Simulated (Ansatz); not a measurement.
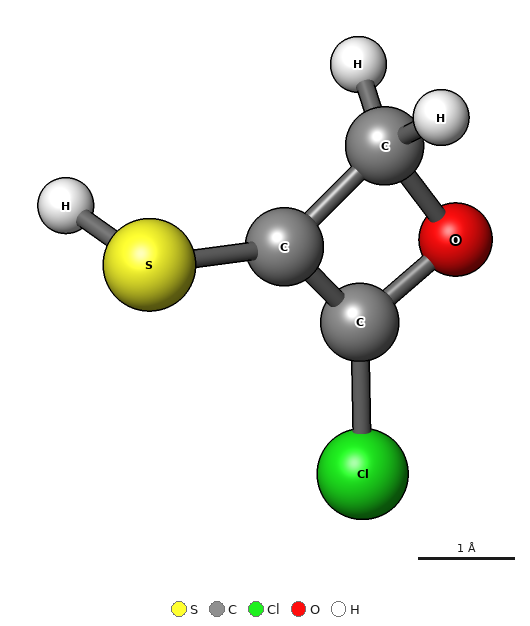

Figure 1. The input geometry (ball-and-stick view, seen at a tilt).

**Run report: C₃H₃ClOS, single-point calculation**

System: C₃H₃ClOS.
Method: RKS CAM-B3LYP-D4/def2-TZVPP (Ansatz 0.2.0).

The geometry comes from this level: PBE0-D4/def2-TZVP.

### Log
```
Functional definition: CAM-B3LYP
  name "CAM-B3LYP"
  cite "Yanai, Tew & Handy, Chem. Phys. Lett. 393, 51 (2004) doi:10.1016/j.cplett.2004.06.011"
  cite "Iikura, Tsuneda, Yanai & Hirao, J. Chem. Phys. 115, 3540 (2001) doi:10.1063/1.1383587"
  cite "Becke, Phys. Rev. A 38, 3098 (1988) doi:10.1103/PhysRevA.38.3098"
  cite "Lee, Yang & Parr, Phys. Rev. B 37, 785 (1988) doi:10.1103/PhysRevB.37.785"
  cite "Vosko, Wilk & Nusair, Can. J. Phys. 58, 1200 (1980) doi:10.1139/p80-159"
  parameter alpha = 0.19
  parameter beta = 0.46
  parameter omega = 0.33/bohr
  parameter ac = 0.81
  # Exact exchange under (alpha + beta erf(omega r))/r, Becke's under what is left of 1/r.
  exchange = (1 - alpha - beta)*b88_x + beta*b88_x_sr(omega) + alpha*exact_x + beta*exact_x_lr(omega)
  correlation = (1 - ac)*vwn5_c + ac*lyp_c
1477 factors; their error is unknown
300 factors; integrals over basis functions are off by at most 1.1e-5 eV
mean field evaluation 1: about -28559.4017 eV, gradient 4.6e1 eV
mean field evaluation 2: about -28558.2407 eV, gradient 5.3e1 eV
mean field evaluation 4: about -28563.8177 eV, gradient 2.9e0 eV
mean field evaluation 8: about -28563.8313 eV, gradient 1.1e-1 eV
mean field evaluation 16: about -28563.8549 eV, gradient 3.2e-4 eV
mean field -28563.85492796 eV, -1049.7023073264 hartree, gradient 8.4e-5 eV, S^2 0.000000; 0 other end points of the search recorded, 0 dependent functions left out
reference -28563.85506312 eV, -1049.7023122932 hartree; 31, 31 occupied and 219, 219 virtual orbitals, 1477 factors
Total energy: -28564.07397449 eV, -1049.7103571378 hartree
```

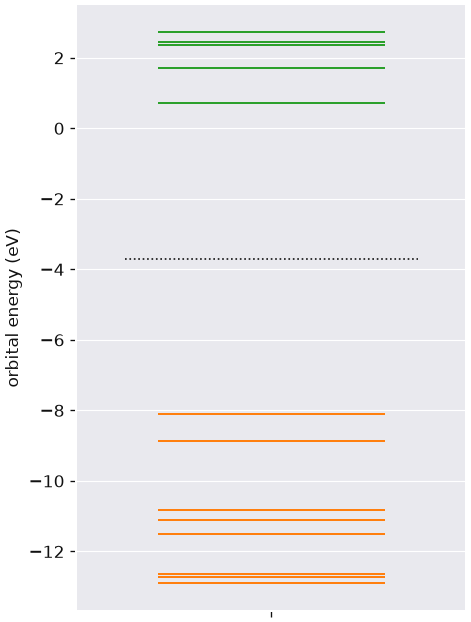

Figure 2. Orbital energies near the frontier; the dotted line parts filled from empty levels, and levels within 0.02 eV of each other stand side by side. Highest filled −8.11 eV, lowest empty 0.72 eV, 8.83 eV apart.

This output came from the following input.

### Input
```yaml
crystal:
  periodic: [false, false, false]
  atoms:
    - {symbol: S, position_ang: [-1.607480, -0.575539, -1.347271]}
    - {symbol: C, position_ang: [-0.275913, -0.118525, -0.358509]}
    - {symbol: C, position_ang: [0.887914, 0.527096, -0.526800]}
    - {symbol: Cl, position_ang: [1.688740, 1.379916, -1.733194]}
    - {symbol: O, position_ang: [1.453439, 0.325468, 0.693562]}
    - {symbol: C, position_ang: [0.238712, -0.433696, 1.025587]}
    - {symbol: H, position_ang: [-2.520997, 0.291088, -0.866270]}
    - {symbol: H, position_ang: [0.495424, -1.474176, 1.226320]}
    - {symbol: H, position_ang: [-0.271240, 0.032169, 1.869676]}
basis:
  gaussian: {orbitals: def2-TZVPP}
hamiltonian: {xc: {name: CAM-B3LYP}, dispersion: d4}
output: {orbitals: {seedname: orbitals}}
```

### Summary

- outcome: converged
- total energy: −28564.0740 eV
- mean-field energy: −28563.8551 eV
- dispersion energy: −0.2189 eV
- SCF solution under orbital rotations: stable
- HOMO: −8.11 eV
- LUMO: 0.72 eV
- hardware: 4 CPU threads, shared host
- wall time: 3 s (CPU time 10 s)
- peak memory: 0.8 GiB
